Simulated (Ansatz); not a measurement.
# AlGaH4O: how energies converge with the basis set

How large a basis does AlGaH4O need? Two functionals are run in growing sets.

Method: one geometry, several basis sets; program: Ansatz 0.2.0, Gaussian basis.

The runs, in order: PBE0-D4/def2-SVP; ωB97M-V/def2-SVP; PBE0-D4/def2-QZVPP; ωB97M-V/def2-QZVPP; the functionals' def2-TZVPP values are taken from earlier runs.

**1. The relaxed structure**

An earlier PBE0-D4/def2-TZVP relaxation fixed the geometry.

7 atoms, charge 0, spin multiplicity 1.

Atoms are counted from 1 here; the program's logs count them from 0.

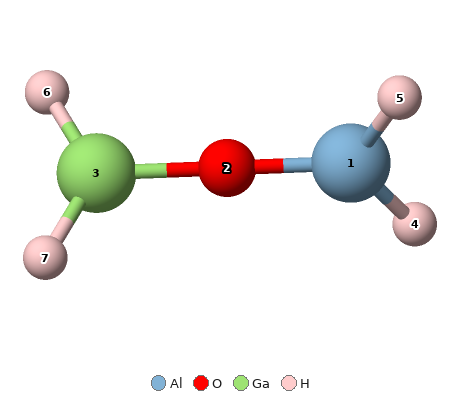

The geometry (aluminium light blue, oxygen red, gallium green, hydrogen pink); atoms are numbered from 1 in the order of the file.

**2. PBE0-D4 in def2-SVP**

in.yaml

```yaml
crystal:
  periodic: [false, false, false]
  atoms:
    - {symbol: Al, position_ang: [-1.411631, 0.052530, -0.931241]}
    - {symbol: O, position_ang: [-0.013233, 0.000721, -0.011125]}
    - {symbol: Ga, position_ang: [1.461117, -0.054566, 0.963222]}
    - {symbol: H, position_ang: [-2.448950, -1.138117, -0.807009]}
    - {symbol: H, position_ang: [-1.644686, 1.290999, -1.890802]}
    - {symbol: H, position_ang: [1.372313, 0.615894, 2.370481]}
    - {symbol: H, position_ang: [2.685069, -0.767461, 0.306474]}
basis:
  gaussian: {orbitals: def2-SVP}
hamiltonian: {xc: pbe0, dispersion: d4}
output: {orbitals: {seedname: orbitals}}
```

Started as:

```sh
ansatz run in.yaml --threads 2 --pin off --events-out ev --progress --plain --max-ram 4352MiB
```

Further steps of the session: ωB97M-V in def2-SVP; PBE0-D4 in def2-QZVPP; ωB97M-V in def2-QZVPP.

Before running them: what should the planned runs give, taken together? Wanted: PBE0-D4: double and triple zeta above quadruple; ωB97M-V: double and triple zeta above quadruple.

As calculated:

| quantity | value |
| --- | --- |
| PBE0-D4: double and triple zeta above quadruple | 13.19, 1.54 eV |
| ωB97M-V: double and triple zeta above quadruple | 13.18, 1.48 eV |

What this shows: For PBE0-D4 the step from double to triple zeta gains 11.65 eV and the next only 1.54 eV. Total energies overstate the basis error of differences, where much of it tends to cancel.
